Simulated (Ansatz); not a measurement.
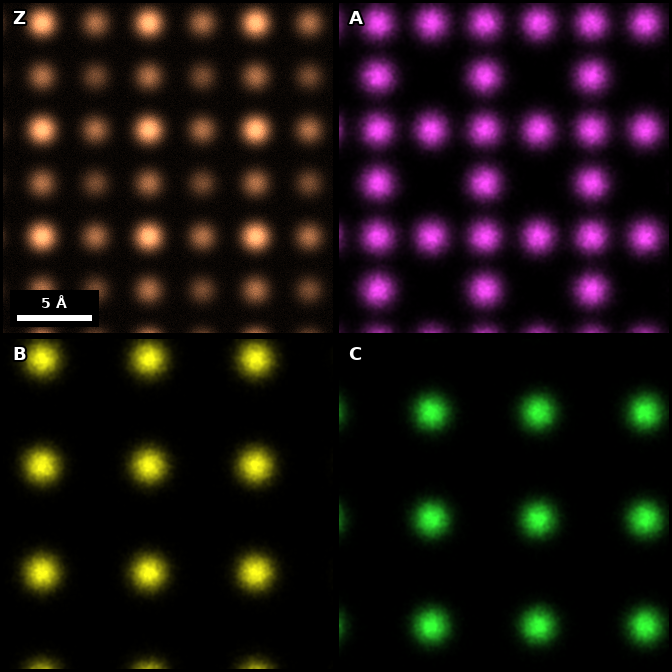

K₃ScSi (Pm-3m, No. 221) along [001]. Panel Z: The image is simulated as a sum over atoms of Z^1.7, blurred by a 1.30 Å probe (no channelling). The display is stretched by a gamma of 0.8; percentages refer to the linear signal. Shot noise was added. The other panels are simulated element maps (the number of atoms of one element along the beam, blurred by 1.7 Å, with counting noise; each on its own scale, no channelling). Structure used: the geometry relaxed with Ansatz, DFT PBE, scalar-relativistic, plane waves, PAW; the starting structure was generated, so it need not be a known form of this composition.

```
CELL_PARAMETERS angstrom
7.13959 0.00000 0.00000
0.00000 7.13959 0.00000
0.00000 0.00000 7.13959
ATOMIC_POSITIONS crystal
K 0.50000 0.00000 0.00000
K 0.00000 0.50000 0.00000
K 0.00000 0.00000 0.50000
Sc 0.00000 0.00000 0.00000
Si 0.50000 0.50000 0.50000
```

**Which element does each lettered map show?**

A: K, B: Sc, C: Si. The projected cell (7.14 × 7.14 Å, 90°) holds 4 columns: 2 of K, 1 of Sc + K and 1 of Si. Columns shared by several elements: Sc + K.
